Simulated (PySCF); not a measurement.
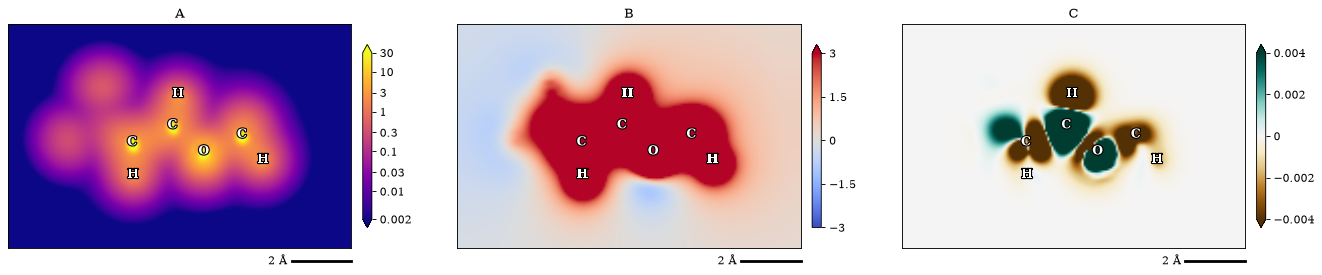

C4H5F4O (doublet): 3 fields on the plane of atoms C1, O2 and C3, with unlabelled colour scales.

Geometry: GFN2-xTB.

Level of theory: UKS B3LYP, pcH-1 on C F H O, non-relativistic, mean-field spin-orbit, GIAO (PySCF).

> The panels show electron density, electrostatic potential and spin density in some order. Assign them.

Panel A: electron density. Panel B: electrostatic potential (strongly positive close to the atoms, with negative regions outside electron-rich atoms). Panel C: spin density (confined to the atoms that carry the unpaired spin). From the grid: C–O (1.36 Å): ρ is about 2 e/Å³ halfway. C–C (1.47 Å): ρ at the midpoint is about 1.7 e/Å³.
